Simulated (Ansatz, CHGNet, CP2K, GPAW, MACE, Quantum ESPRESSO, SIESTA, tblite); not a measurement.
## Running random packing of 73Na2S-27P2S5 (mol %) (61 atoms) with CP2K

How do the settings of CP2K change the result for random packing of 73Na2S-27P2S5 (mol %) (61 atoms)? A plane-wave run serves as the yardstick.

Method: the method is named at each step, in CP2K 2026.2.

## 1. Set-up

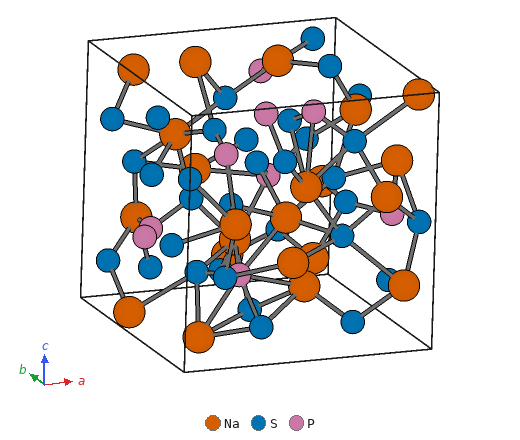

The cell as given, slightly off an axis (sodium orange, sulfur blue, phosphorus pink). Bonds to atoms that aren't drawn are left out. Some periodic images of atoms are drawn too.

The cell holds 61 atoms: 22 Na, 31 S and 8 P. Cell: a = 10.809 Å, b = 10.809 Å, c = 10.809 Å, α = 90.0°, β = 90.0°, γ = 90.0°. 61 atoms (22 Na, 31 S, 8 P) packed at random in a cube at 2.3 g/cm³ and pushed apart as soft spheres, cations and anions kept from their own kind; a start for melting by ab initio MD, not an equilibrated structure. Then every atom was moved at random, 0.02 Å r.m.s. a Cartesian component.

The yardstick, on the same geometry:

* method: Kohn-Sham DFT, PBE, SSSP efficiency 1.3.0 pseudopotentials, plane waves (Quantum ESPRESSO 7.5); sssp-pbe-1.3.0-efficiency, cutoffs 45/360 Ry, Γ point
* r.m.s. force component: 0.6125 eV/Å
* longest force: 2.481 eV/Å
* pressure: 2.495 GPa
* time: 4.6 min on 4 MPI ranks of Arm Neoverse V2, shared host
* CPU time: 18 min

## 2. PBE, DZVP-UZH, 800/50 Ry, diagonalisation

Method: Kohn-Sham DFT, PBE, GTH-PBE pseudopotentials, Gaussian and plane waves, DZVP-MOLOPT (UZH set), diagonalisation.

input.inp reads:

```
&GLOBAL
  PROJECT cell
  RUN_TYPE ENERGY_FORCE
  PRINT_LEVEL LOW
&END GLOBAL
&FORCE_EVAL
  METHOD QS
  STRESS_TENSOR ANALYTICAL
  &DFT
    BASIS_SET_FILE_NAME BASIS_MOLOPT_UZH
    POTENTIAL_FILE_NAME POTENTIAL_UZH
    &MGRID
      CUTOFF 800
      REL_CUTOFF 50
      NGRIDS 5
    &END MGRID
    &QS
      EPS_DEFAULT 1.0E-12
    &END QS
    &SCF
      SCF_GUESS ATOMIC
      EPS_SCF 1.0E-06
      MAX_SCF 200
      ADDED_MOS 14
      &DIAGONALIZATION
        ALGORITHM STANDARD
      &END DIAGONALIZATION
      &SMEAR ON
        METHOD FERMI_DIRAC
        ELECTRONIC_TEMPERATURE [K] 580
      &END SMEAR
      &MIXING
        METHOD BROYDEN_MIXING
        ALPHA 0.3
        NBROYDEN 8
      &END MIXING
      &PRINT
        &RESTART OFF
        &END RESTART
      &END PRINT
    &END SCF
    &XC
      &XC_FUNCTIONAL PBE
      &END XC_FUNCTIONAL
    &END XC
    &PRINT
      &MULLIKEN ON
      &END MULLIKEN
      &LOWDIN ON
      &END LOWDIN
      &HIRSHFELD ON
      &END HIRSHFELD
      &MO ON
        EIGENVALUES T
        OCCUPATION_NUMBERS T
        MO_INDEX_RANGE 201 224
        &EACH
          QS_SCF 0
        &END EACH
        ADD_LAST NUMERIC
      &END MO
    &END PRINT
  &END DFT
  &SUBSYS
    &CELL
      A 10.80850 0.00000 0.00000
      B 0.00000 10.80850 0.00000
      C 0.00000 0.00000 10.80850
    &END CELL
    &COORD
      Na 10.36859 3.08334 7.08313
      Na 8.24775 6.40868 2.19002
      Na 2.35333 4.11317 0.06550
      Na 2.48466 7.43214 7.63761
      Na 5.75153 1.51006 6.84319
      Na 2.48563 1.00000 5.71121
      Na 3.13317 7.12291 10.71176
      Na 5.02725 0.93731 3.88414
      Na 4.83961 6.50466 3.25606
      Na 9.67977 9.06476 4.53006
      Na 0.15499 6.15123 0.72882
      Na 10.39183 1.12171 10.43463
      Na 9.59968 5.67598 8.54088
      Na 6.75639 3.75531 1.92316
      Na 6.82892 7.30244 10.37638
      Na 5.92209 3.88555 4.84859
      Na 6.30849 10.67988 1.25595
      Na 8.87626 0.53167 6.42717
      Na 9.75683 0.56701 2.60852
      Na 1.50195 9.60562 9.81336
      Na 4.16603 9.22786 5.49612
      Na 1.90965 9.81369 3.49039
      S 10.77435 8.04120 8.32568
      S 6.63545 9.84168 6.33054
      S 4.35518 2.41894 0.80361
      S 9.57968 6.34070 4.46294
      S 7.74991 8.96392 2.70602
      S 2.98866 6.78741 5.08648
      S 5.39841 5.80806 6.64852
      S 5.09102 5.37420 0.61133
      S 0.09587 8.34578 2.26881
      S 5.04238 8.36070 1.39721
      S 2.63425 5.17252 2.47634
      S 8.15080 7.22646 7.00067
      S 8.14291 4.28838 6.20343
      S 1.55405 9.36535 6.00769
      S 7.48716 1.74557 4.56140
      S 8.13772 5.02768 10.69674
      S 3.36825 3.57880 5.70311
      S 10.36870 3.60528 1.89797
      S 2.88425 10.52521 1.09285
      S 10.77283 1.58453 4.89787
      S 5.94295 3.86739 8.93960
      S 8.98846 8.84406 10.65859
      S 4.20656 0.15726 8.44122
      S 8.10292 1.82988 0.85247
      S 3.13122 4.95808 8.47873
      S 2.49222 1.92326 3.20083
      S 0.06939 3.63360 9.66129
      S 0.66353 5.47656 6.66787
      S 0.28480 0.66807 7.92220
      S 4.83043 7.91733 8.81271
      S 7.73781 1.34577 8.64442
      P 2.83961 3.00001 8.04228
      P 3.77563 3.48725 2.74622
      P 7.26126 10.03731 9.11059
[... 1 atom lines left out ...]
      P 1.23541 6.74029 3.98445
      P 0.02227 4.50250 4.38879
      P 6.17760 1.97677 9.84103
      P 6.60151 7.40793 5.54044
    &END COORD
    &KIND Na
      BASIS_SET DZVP-MOLOPT-PBE-GTH-q9
      POTENTIAL GTH-PBE-q9
    &END KIND
    &KIND S
      BASIS_SET DZVP-MOLOPT-PBE-GTH-q6
      POTENTIAL GTH-PBE-q6
    &END KIND
    &KIND P
      BASIS_SET DZVP-MOLOPT-PBE-GTH-q5
      POTENTIAL GTH-PBE-q5
    &END KIND
  &END SUBSYS
  &PRINT
    &FORCES ON
    &END FORCES
    &STRESS_TENSOR ON
    &END STRESS_TENSOR
  &END PRINT
&END FORCE_EVAL
```

Started as:

```
OMP_NUM_THREADS=1 mpirun -np 4 cp2k.psmp -i input.inp > output.txt
```

Numbers of over 12 decimals in the logs are rounded to 6 here.

The program printed:

```text
CP2K| version string:                                       CP2K version 2026.2
 CP2K| Input file name                                                 input.inp
 GLOBAL| Basis set file name                                    BASIS_MOLOPT_UZH
 GLOBAL| Potential file name                                       POTENTIAL_UZH
 GLOBAL| Run type                                                   ENERGY_FORCE
 GLOBAL| Total number of message passing processes                             4
 GLOBAL| Number of threads for this process                                    1
 TOTAL NUMBERS AND MAXIMUM NUMBERS
  Total number of            - Atomic kinds:                                   3
                             - Atoms:                                         61
                             - Shell sets:                                    61
                             - Shells:                                       305
                             - Primitive Cartesian functions:                310
                             - Cartesian basis functions:                    744
                             - Spherical basis functions:                    705
  Maximum angular momentum of- Orbital basis functions:                        2
                             - Local part of the GTH pseudopotential:          2
                             - Non-local part of the GTH pseudopotential:      2
 SCF PARAMETERS         Density guess:                                    ATOMIC
                        max_scf:                                             200
                        eps_scf:                                        1.00E-06
                        added MOs                                        14    0
                        Mixing method:                            BROYDEN_MIXING
                                                charge density mixing in g-space
                        Smear method:                                FERMI_DIRAC
                        Electronic temperature [K]:                        580.0
                        Electronic temperature [a.u.]:                  1.84E-03
                        Accuracy threshold:                             1.00E-10
 Extrapolation method: initial_guess
 Number of electrons:                                                        424
 Number of occupied orbitals:                                                212
 Number of molecular orbitals:                                               226
 Number of orbital functions:                                                705
 Number of independent orbital functions:                                    705
 SCF WAVEFUNCTION OPTIMIZATION
  Step     Update method      Time    Convergence         Total energy    Change
     1 NoMix/Diag. 0.30E+00    2.2     0.87818916     -1427.4411656042 -1.43E+03
 *** the last MO => Add more MOs for proper smearing.                   ***
     2 Broy./Diag. 0.30E+00    2.8     0.90930371     -1416.7599849630  1.07E+01
     3 Broy./Diag. 0.30E+00    2.8     0.63114545     -1420.3639503629 -3.60E+00
 *** the last MO => Add more MOs for proper smearing.                   ***
     4 Broy./Diag. 0.30E+00    2.9     0.48831474     -1421.7114741754 -1.35E+00
 *** the last MO => Add more MOs for proper smearing.                   ***
[...]
*** the last MO => Add more MOs for proper smearing.                   ***
    32 Broy./Diag. 0.30E+00    2.9     0.00000103     -1423.6780648379 -5.38E-06
 *** the last MO => Add more MOs for proper smearing.                   ***
    33 Broy./Diag. 0.30E+00    2.9     0.00000073     -1423.6780686560 -3.82E-06
  *** SCF run converged in    33 steps ***
  Electronic density on regular grids:       -423.9999999871        0.0000000129
  Core density on regular grids:              423.9999999997       -0.0000000003
  Total charge density on r-space grids:        0.0000000125
  Total charge density g-space grids:           0.0000000125
  Overlap energy of the core charge distribution:               5.3943e-09
  Self energy of the core charge distribution:              -3038.367019
  Core Hamiltonian energy:                                    876.042025
  Hartree energy:                                             981.647581
  Exchange-correlation energy:                               -242.986884
  Electronic entropic energy:                                  -0.013771
  Fermi energy:                                                 0.136687
  Total energy:                                             -1423.678069
  Total energy (extrapolated to T->0):                      -1423.671183
 MO| EIGENVALUES AND OCCUPATION NUMBERS
 MO|
 MO|  Index      Eigenvalue [a.u.]        Eigenvalue [eV]             Occupation
 MO|    201               0.115121               3.132596               1.999984
 MO|    202               0.115381               3.139674               1.999982
 MO|    203               0.117773               3.204761               1.999933
[...]
MO|    223               0.162373               4.418398               0.000002
 MO|    224               0.165996               4.516985               0.000000
 MO| Sum:                                                             424.000000
 MO| E(Fermi):            0.136687 a.u.          3.719453 eV
 !-----------------------------------------------------------------------------!
                     Mulliken Population Analysis
 #  Atom  Element  Kind  Atomic population                           Net charge
       1     Na       1          8.477688                              0.522312
       2     Na       1          8.466386                              0.533614
       3     Na       1          8.548293                              0.451707
[...]
# Total charge                            424.000000                 -0.000000
 !-----------------------------------------------------------------------------!
 !-----------------------------------------------------------------------------!
                           Hirshfeld Charges
  #Atom  Element  Kind  Ref Charge     Population                    Net charge
      1       Na     1       9.000         10.473                        -1.473
      2       Na     1       9.000          9.899                        -0.899
      3       Na     1       9.000         10.485                        -1.485
[...]
60       P      3       5.000          4.428                         0.572
     61       P      3       5.000          4.328                         0.672
  Total Charge                                                            0.000
 !-----------------------------------------------------------------------------!
 LOWDIN POPULATION ANALYSIS
 #  Atom  Element  Kind  Atomic population                           Net charge
[...]
60     P        3          4.808477                              0.191523
      61     P        3          4.753943                              0.246057
 # Total charge                            424.000000                 -0.000000
 ENERGY| Total FORCE_EVAL ( QS ) energy [hartree]          -1423.678070
 FORCES| Atomic forces [hartree/bohr]
 FORCES|   Atom     x               y               z               |f|
 FORCES|      1 -8.84600574E-03  8.92647429E-03  1.14614974E-02   1.70088119E-02
 FORCES|      2  3.13524216E-03  1.11747079E-02  2.11620259E-03   1.17975486E-02
 FORCES|      3  1.23533336E-02 -1.76641377E-02 -1.06186426E-02   2.40287782E-02
[...]
FORCES|     60  1.73342024E-02  3.17829098E-02  2.23620004E-02   4.25521679E-02
 FORCES|     61  4.92636026E-03 -1.03030617E-02  4.15143588E-02   4.30565221E-02
 FORCES| Sum    -1.15628322E-02  6.50705784E-02 -2.74306552E-02
 FORCES| Total atomic force                                       7.15564121E-02
 STRESS| Analytical stress tensor [bar]
 STRESS|                        x                   y                   z
 STRESS|      x        3.92883343105E+04   3.73497350632E+03  -7.13614487743E+03
 STRESS|      y        3.73497350632E+03   2.76720581471E+04   2.73062161709E+03
 STRESS|      z       -7.13614487743E+03   2.73062161709E+03   3.17899871890E+04
 STRESS| 1/3 Trace                                             3.29167932156E+04
```

Wall time 1.7 min (4 MPI ranks of Arm Neoverse V2, shared host); peak memory 6 GiB.

Banners, paths, timers and routine set-up lines are dropped from the logs unmarked, and long logs keep their key lines alone; longer cuts are marked.

Numbers from this run, and their distance from the reference:

```yaml
r_m_s_force_component: 0.665 eV/Å
r_m_s_difference_of_force_components: 244.8 meV/Å
longest_difference_of_force_vectors: 929.3 meV/Å
force_difference_over_r_m_s_force: 39.97 %
slope_of_forces_against_the_reference_s: 1.009
correlation_of_force_components: 0.9299
pressure: 3.292 GPa
pressure_difference: 0.7964 GPa
```

This run lies far from the reference in forces at the same functional.

Length of the force difference by element (eV/Å):

```tsv
element	atoms	mean	most
Na	22	0.67	0.93
P	8	0.090	0.16
S	31	0.078	0.21
```

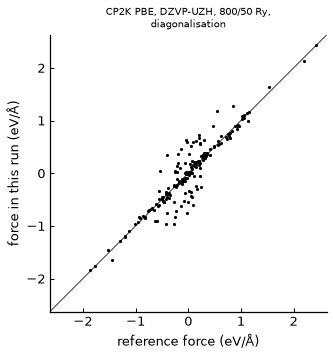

Force components against those of the reference; the line marks equality.

The surroundings of S43, whose charge lies farthest from its element's mean, nearest first, numbered as they follow in the input and with coordinates relative to it.

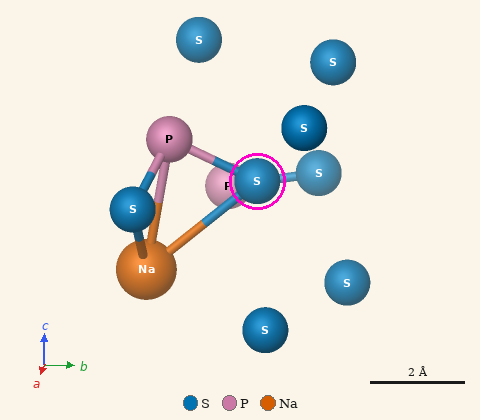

The atoms of the table, within 3.5 Å (arrows a, b, c point along x, y, z); some may hide others; the central atom is ringed.

```tsv
atom	x	y	z	distance (Å)	bonds	Mulliken charge (e)	Fx	Fy	Fz (eV/Å)
S43	0.00	0.00	0.00	0.00	2	-0.09	0.45	-0.83	0.69
P60	0.23	-1.89	0.90	2.11	2	0.16	0.89	1.63	1.15
S30	-0.85	1.51	2.48	3.02	5	-0.45	0.51	0.20	0.30
S38	2.19	1.16	1.76	3.04	5	-0.55	0.23	-0.47	0.28
S47	-2.81	1.09	-0.46	3.05	4	-0.22	-0.24	-0.36	0.17
S29	-0.54	1.94	-2.29	3.05	2	-0.20	-0.03	2.43	-0.45
S53	1.79	-2.52	-0.30	3.11	4	-0.26	1.09	-1.28	-0.68
Na5	-0.19	-2.36	-2.10	3.16	5	0.38	-0.25	1.28	0.03
P54	-3.10	-0.87	-0.90	3.34	1	0.24	0.01	0.89	-0.93
S25	-1.59	-1.45	2.67	3.43	4	-0.33	1.05	1.04	0.53
S35	2.20	0.42	-2.74	3.54	3	-0.36	0.08	-0.10	-0.65
```

Forces lie 40 % from the reference's, at 0.38 times its CPU time.

The difference per atom is largest on Na (0.67 eV/Å on average, against 0.090 on P). The forces add up to 3.7 eV/Å instead of zero, usually a sign of too coarse a grid.

## 3. PBE, DZVP-MOLOPT-SR, 800/50 Ry, diagonalisation

Method: Kohn-Sham DFT, PBE, GTH-PBE pseudopotentials, Gaussian and plane waves, DZVP-MOLOPT-SR-GTH, diagonalisation.

Edit input.inp of step 2 so:

```diff
@@ -9,4 +9,4 @@
   &DFT
-    BASIS_SET_FILE_NAME BASIS_MOLOPT_UZH
-    POTENTIAL_FILE_NAME POTENTIAL_UZH
+    BASIS_SET_FILE_NAME BASIS_MOLOPT
+    POTENTIAL_FILE_NAME GTH_POTENTIALS
     &MGRID
@@ -50,4 +50,2 @@
       &END LOWDIN
-      &HIRSHFELD ON
-      &END HIRSHFELD
       &MO ON
@@ -69,7 +67,8 @@
     &END CELL
-    &COORD
-[... 61 atom lines left out: the same atoms as in the first run ...]
-    &END COORD
+    &TOPOLOGY
+      COORD_FILE_NAME structure.xyz
+      COORD_FILE_FORMAT XYZ
+    &END TOPOLOGY
     &KIND Na
-      BASIS_SET DZVP-MOLOPT-PBE-GTH-q9
+      BASIS_SET DZVP-MOLOPT-SR-GTH-q9
       POTENTIAL GTH-PBE-q9
@@ -77,3 +76,3 @@
     &KIND S
-      BASIS_SET DZVP-MOLOPT-PBE-GTH-q6
+      BASIS_SET DZVP-MOLOPT-SR-GTH-q6
       POTENTIAL GTH-PBE-q6
@@ -81,3 +80,3 @@
     &KIND P
-      BASIS_SET DZVP-MOLOPT-PBE-GTH-q5
+      BASIS_SET DZVP-MOLOPT-SR-GTH-q5
       POTENTIAL GTH-PBE-q5
```

structure.xyz reads:

```xyz
61

Na 10.36859 3.08334 7.08313
Na 8.24775 6.40868 2.19002
Na 2.35333 4.11317 0.06550
Na 2.48466 7.43214 7.63761
Na 5.75153 1.51006 6.84319
Na 2.48563 1.00000 5.71121
Na 3.13317 7.12291 10.71176
Na 5.02725 0.93731 3.88414
Na 4.83961 6.50466 3.25606
Na 9.67977 9.06476 4.53006
Na 0.15499 6.15123 0.72882
Na 10.39183 1.12171 10.43463
Na 9.59968 5.67598 8.54088
Na 6.75639 3.75531 1.92316
Na 6.82892 7.30244 10.37638
Na 5.92209 3.88555 4.84859
Na 6.30849 10.67988 1.25595
Na 8.87626 0.53167 6.42717
Na 9.75683 0.56701 2.60852
Na 1.50195 9.60562 9.81336
[... 37 atom lines left out ...]
P 1.23541 6.74029 3.98445
P 0.02227 4.50250 4.38879
P 6.17760 1.97677 9.84103
P 6.60151 7.40793 5.54044
```

The program printed:

```text
CP2K| version string:                                       CP2K version 2026.2
 CP2K| Input file name                                                 input.inp
 GLOBAL| Basis set file name                                        BASIS_MOLOPT
 GLOBAL| Potential file name                                      GTH_POTENTIALS
 GLOBAL| Run type                                                   ENERGY_FORCE
 GLOBAL| Total number of message passing processes                             4
 GLOBAL| Number of threads for this process                                    1
[... lines left out ...]
                        Smear method:                                FERMI_DIRAC
[... lines left out ...]
 Number of electrons:                                                        424
[... lines left out ...]
  Step     Update method      Time    Convergence         Total energy    Change
[... lines left out ...]
  *** SCF run converged in    32 steps ***
[... lines left out ...]
  Fermi energy:                                                 0.141257
  Total energy:                                             -1421.346169
  Total energy (extrapolated to T->0):                      -1421.339304
[... lines left out ...]
 MO| E(Fermi):            0.141257 a.u.          3.843799 eV
[... lines left out ...]
      60     P        3          5.214837                             -0.214837
      61     P        3          5.128975                             -0.128975
 # Total charge                            424.000000                 -0.000000
 ENERGY| Total FORCE_EVAL ( QS ) energy [hartree]          -1421.346174
 FORCES| Atomic forces [hartree/bohr]
 FORCES|   Atom     x               y               z               |f|
 FORCES|      1 -8.25648567E-03  7.86876168E-03  1.06548743E-02   1.56081169E-02
 FORCES|      2  3.20618046E-03  1.10147840E-02  2.10043993E-03   1.16626287E-02
 FORCES|      3  1.11711756E-02 -1.70750913E-02 -9.60640005E-03   2.25529783E-02
[...]
FORCES|     60  1.74111507E-02  3.21777680E-02  2.17092772E-02   4.25423276E-02
 FORCES|     61  5.08015315E-03 -1.07994982E-02  4.23811988E-02   4.40295710E-02
 FORCES| Sum    -1.04755301E-02  6.37405559E-02 -2.67846138E-02
 FORCES| Total atomic force                                       6.99286117E-02
 STRESS| Analytical stress tensor [bar]
 STRESS|                        x                   y                   z
 STRESS|      x        3.52950731346E+04   3.59767939783E+03  -7.30290701757E+03
 STRESS|      y        3.59767939783E+03   2.34793220090E+04   2.91559694555E+03
 STRESS|      z       -7.30290701757E+03   2.91559694555E+03   2.73929621282E+04
 STRESS| 1/3 Trace                                             2.87224524239E+04
```

Run time: 87 s. Hardware: 4 MPI ranks; peak memory 6 GiB.

Numbers from this run, and their distance from the reference:

```yaml
r_m_s_force_component: 0.6634 eV/Å
r_m_s_difference_of_force_components: 229.3 meV/Å
longest_difference_of_force_vectors: 855.9 meV/Å
force_difference_over_r_m_s_force: 37.43 %
slope_of_forces_against_the_reference_s: 1.017
correlation_of_force_components: 0.9386
pressure: 2.872 GPa
pressure_difference: 0.3769 GPa
```

This run lies far from the reference in forces at the same functional.

Against the first run (40 %), the force difference from the reference is 37 %, at 0.84 times the CPU time, with 705 basis functions against 705; this set comes with other potentials too, so the change isn't the basis's alone.

The difference per atom is largest on Na (0.63 eV/Å on average, against 0.079 on P). The forces add up to 3.6 eV/Å instead of zero, usually a sign of too coarse a grid.

[end of part 1 of 2]

[Also dropped from logs without a mark: logging warnings of Python, and SIESTA's first energy breakdown and zero terms.]

[Logs are printed without paths, hosts, clocks, repeated set-up lines and the standing remarks that a program may print on its own settings, such as how far it seeks lower states.]

[Hosts, paths, dates, database ids (printed as entryN), source tags and the programs' standing remarks are cut or masked in the printed files.]
